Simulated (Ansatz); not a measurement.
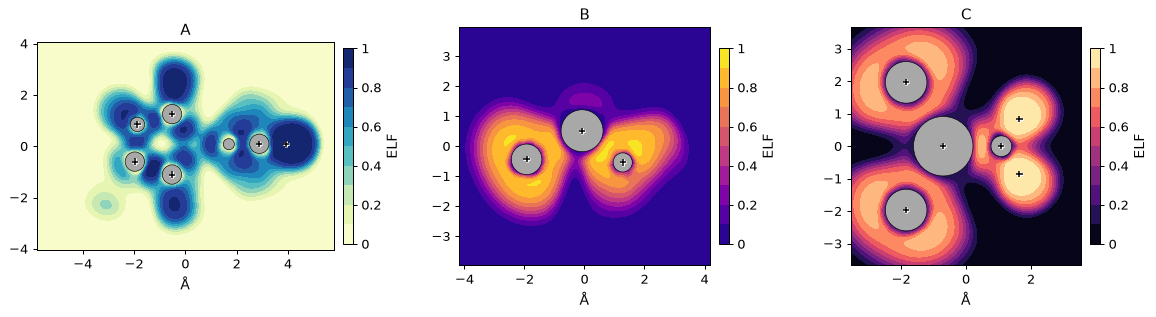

The ELF of 3 systems, each on a plane through atoms (crosses mark nuclei in the plane; grey discs cover the cores).

Computed with isolated molecule in a Gaussian basis; Kohn-Sham density functional theory, functional PBE0 (Ansatz 0.2.0).

System 1: Br2GaH2N (SMILES [NH2][Ga]([Br])[Br]), the molecular plane. Geometry: PBE0-D4/def2-SVP.

```
atom    x (Å)    y (Å)    z (Å)
  Br   0.5781  -2.4906  -1.8005
  Br  -1.3997   0.8972  -1.5122
  Ga  -0.9022  -1.1656  -0.6935
   N  -1.6723  -1.7438   0.8160
   H  -2.3372  -1.1949   1.3458
   H  -1.4863  -2.6519   1.2220
```

System 2: ClH4NOSi, the plane of atoms Cl1, Si4 and N2. Geometry: B3LYP-D3(BJ)/def2-SVP.

```xyz
8

Cl   -0.2347   -0.2070    1.9987
N    -2.1002   -0.5267   -0.5872
O    -0.0782   -2.3277   -0.0453
Si   -0.4993   -0.7250    0.0027
H    -2.3834    0.3814   -0.9452
H    -2.8771   -0.9856   -0.1183
H     0.3697    0.1647   -0.8011
H    -0.3648   -2.7944   -0.8404
```

System 3: C6H9NO, the plane of atoms C6, C5 and O8. Geometry: r2SCAN-D4/def2-SVP.

```xyz
17

C    -2.0005   -3.0541   -0.6766
C    -1.3579   -2.5333    0.2139
C    -0.6118   -1.8985    1.2869
C    -1.4775   -1.2973    2.4122
C     0.4362    0.0592    2.2199
C     0.1973   -0.6559    0.8864
N     0.4742    1.4762    2.0729
O    -0.6143   -0.4221    3.1025
H    -2.5627   -3.5169   -1.4662
H     0.0727   -2.6400    1.7413
H    -2.3455   -0.7660    1.9670
H    -1.8616   -2.0573    3.1110
H     1.3900   -0.2540    2.6831
H    -0.4194    1.8201    1.7184
H     0.6284    1.9225    2.9763
H     1.1317   -0.8876    0.3561
H    -0.4130   -0.0150    0.2265
```

### Which map belongs to which system?

Panel A is system 3, C6H9NO: the plane holds C, O and H. C–O (1.41 Å): the ELF peaks at about 0.90 between the atoms: a polar covalent bond. Panel B is system 2, ClH4NOSi: the plane holds Cl, N and Si. Si–N (1.72 Å): the ELF peaks at about 0.90 between the atoms (a shared but strongly polarised pair). Panel C is system 1, Br2GaH2N: the plane holds Br, Ga, N and H. Ga–N (1.79 Å): the ELF peaks at about 0.85 in the valence shell of N, 0.6 Å from its nucleus, and is about 0.35 at the midpoint.
